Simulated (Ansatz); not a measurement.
# ZnPS3 (C2/m): the dielectric response by several routes, part 2 of 2

Aim: the electronic dielectric constant of ZnPS3 (C2/m) by perturbation theory, a sum over states and the RPA step of G0W0.

Ansatz 0.2.0; linear response on LDA, plane waves, PAW. Known limits of the many-body steps: not at the basis limit; coarse k mesh.

So far. Step 2 (Response to a homogeneous field): One over ε∞ averages 0.14, under the quarter of exact exchange in PBE0, which by this rule of thumb may open the gap too far. Step 3 (Independent-particle spectrum): The sum gives ε∞ = 9.46, 9.45 and 6.82 without local fields.

### 3. Independent-particle spectrum (continued)

Level of this step: independent-particle optics on LDA, plane waves, PAW (Ansatz).

Independent particles, no local fields, Gaussian width 0.2 eV. ε₁ against photon energy:

```csv
photon energy (eV),xx,yy,zz
0,9.43,9.42,6.79
2,11.7,11.7,7.73
4,6.77,7.23,10.1
6,-0.301,0.257,5.24
8,-2.97,-3.22,-1.36
10,-2.56,-2.65,-1.75
12,-1.67,-1.68,-1.77
14,-1.11,-1.12,-1.06
16,-0.523,-0.546,-0.667
18,-0.207,-0.209,-0.313
20,0.0224,0.0270,-0.0612
22,0.221,0.217,0.175
24,0.35,0.348,0.333
```

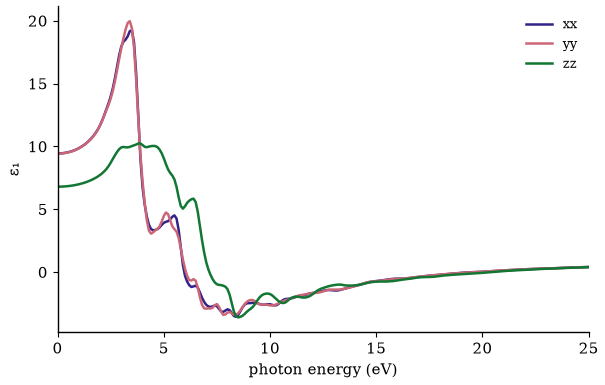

ε₁ against photon energy.

### 4. RPA screening from the G0W0 run

G0W0 replaces the xc potential by the self-energy, built once from these orbitals. Only a window of levels is corrected, while the sums run over the empty bands that the input names.

This step: G0W0 on LDA, plane waves, PAW.

The input, input.yaml:

```yaml
crystal:
  lattice:
    - [2.9241439516, -5.0686337764, 0.0002131003]
    - [2.9241439516, 5.0686337764, 0.0002131003]
    - [-1.9314010456, 0.0, 6.30138264]
  atoms:
    - { symbol: Zn, position: [0.6674819479, 0.3325180521, 0.0] }
    - { symbol: Zn, position: [0.3325180521, 0.6674819479, 0.0] }
    - { symbol: P, position: [0.9420357264, 0.9420357264, 0.8265338672] }
    - { symbol: P, position: [0.0579642736, 0.0579642736, 0.1734661328] }
    - { symbol: S, position: [0.5801548021, 0.9164201668, 0.7487598531] }
    - { symbol: S, position: [0.0835798332, 0.4198451979, 0.2512401469] }
    - { symbol: S, position: [0.7465943414, 0.7465943414, 0.2505942246] }
    - { symbol: S, position: [0.2534056586, 0.2534056586, 0.7494057754] }
    - { symbol: S, position: [0.4198451979, 0.0835798332, 0.2512401469] }
    - { symbol: S, position: [0.9164201668, 0.5801548021, 0.7487598531] }
kpoints:
  mp_grid: { grid: [4, 4, 2] }
hamiltonian:
  xc: lda
scf:
  occupations: { method: fixed }
gw:
  n_empty_bands: 779
  ecut_chi: 150.0
  qp_bands: [v3, c3]
  qp_kpoints: band_edges
  screening: { model: contour_deformation }
```

On the command line:

```bash
> ansatz run input.yaml --threads 8 --pin off --max-ram 55296MiB --backend cuda --events-out ev --progress --plain --runs-dir out --devices 1 --max-vram 24GiB
```

Numbers of over 12 decimals in the logs are rounded to 6 here.

What it wrote:

```text
GPUs: using 1 of 1 available (devices: 1).
[...]
concurrent solve slots: 7 of 8 are kept, ahead of what memory takes: no pass of the eigensolver takes more rounds on 7
[...]
GPU FFT provider: cuFFT
GPU libraries: cuBLAS 13.8.2, cuFFT 12.4.0, cuSOLVER 12.3.4
Crystal: 10 atoms, lattice volume = 186.795 Å³
Basis set: ecut = 420 eV, 3641 PW (Γ)
[...]
1    34      5.8546   -20.3892     2.0493   -17.7286  0.7578     5.2383     5.2433  root
[...]
13    35      5.7913   -20.2522     2.2718   -17.3322  0.7530     5.1370     5.1431  root
    13    36      8.9631    -9.5346    -4.2720   -14.4118  0.7829     9.5725     9.5683  root
    13    37      9.1380    -9.7301    -4.3954   -14.7390  0.7696     9.7567     9.7515  root
    13    38      9.4836   -10.3858    -4.5902   -15.6099  0.7618    10.1239    10.1175  root
[key lines of the parts left out:]
SCF converged after 8 iterations
Free energy (F): -13165.879163 eV
Fermi energy:    6.148090 eV
```

It took 19 s on 1 × NVIDIA H100 80GB HBM3 with 8 threads of AMD EPYC 7R13 (Zen 3), shared host; peak memory 3.1 GiB.

Numbers from this step:

```
bands summed                                 : 814
RPA ε∞ on this mesh (eigenvalues)            : 5.077, 8.217, 8.239
plane waves in the screening matrix          : 789
G0W0 gap on the mesh                         : 3.405 eV
k of the valence top                         : -0.5, -0.5, 0
k of the conduction bottom                   : 0, 0, 0
starting gap on the mesh                     : 2.146 eV
least direct G0W0 gap on the computed points : 3.622 eV
```

The gap on the mesh goes from 2.15 eV to 3.41 eV, a correction of +1.26 eV. Between the two edge states, bare exchange in place of the xc potential would open the gap by 7.76 eV, and correlation takes back 6.50 eV.

Mean over the mesh in bins of 0.25 1/Å. The static inverse dielectric function, diagonal by length of q+G:

```csv
length of q+G (Å⁻¹),"static inverse dielectric function, diagonal"
0.32,0.154
0.76,0.259
1.27,0.399
1.74,0.528
2.01,0.594
2.50,0.700
3.01,0.780
3.51,0.839
4.01,0.885
4.50,0.921
4.75,0.936
5.25,0.958
5.75,0.974
6.21,0.983
```

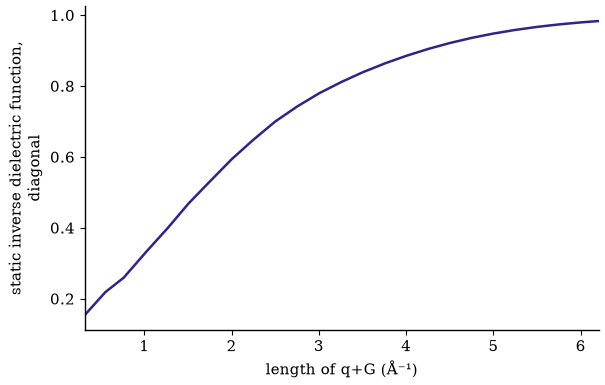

Static inverse dielectric function, diagonal, plotted against length of q+G.

### 5. The values together

Times are wall times on 1 × NVIDIA H100 80GB HBM3 with 8 threads of AMD EPYC 7R13 (Zen 3), shared host, good to a factor of about two.

```csv
method,mesh,"ε∞, low",middle,high,mean,time
perturbation theory (local fields and xc kernel),4×4×4 (response on 64 points),5.22,8.47,8.49,7.39,13 s
sum over states (no local fields),6×6×4,6.82,9.45,9.46,8.58,23 s
"RPA with local fields, on the GW mesh",4×4×2,5.08,8.22,8.24,7.18,19 s
```

### 6. What came out

```
perturbation theory (local fields and xc kernel) : 5.22, 8.47, 8.49
sum over states (no local fields)                : 6.82, 9.45, 9.46
RPA with local fields, on the GW mesh            : 5.08, 8.22, 8.24
```

In words: Mean Born effective charge: Zn1 2.42, P3 2.33, S5 -1.57, S7 -1.61 e. The most distinct maxima of the ε₂ (xx) lie at 3.8 and 5.8 eV, the highest at 3.8 eV. The loss function (xx) has its highest peak at 20.3 eV. The sum without local fields gives 8.58 in the mean against 7.39 by perturbation theory; local fields lower ε∞ and the xc kernel gives part of it back, though the sum also carries the error of its own mesh. The RPA values on the 4×4×2 mesh average 0.97 times those of perturbation theory (means 7.18 and 7.39, which can hide unlike anisotropies). Without the xc kernel RPA should lie a little lower, and the mean does, by little. LDA usually puts the gap too low, which tends to raise ε∞. Ions are clamped, so the lattice part of the static constant is not in these numbers.

[Paths, hosts, dates, memory and timing lines, banners, echoed tables and standing remarks are left out of the program output.]

[Logs are printed without paths, hosts, clocks, repeated set-up lines and the standing remarks that a program may print on its own settings, such as how far it seeks lower states.]

[Runs of the session that timed out or met a known fault of the program may be left out.]

[Cells called generated may have been cut or substituted from an entry of the Crystallography Open Database or the Materials Project.]

[Hosts, paths, dates, database ids (printed as entryN), source tags and the programs' standing remarks are cut or masked in the printed files.]
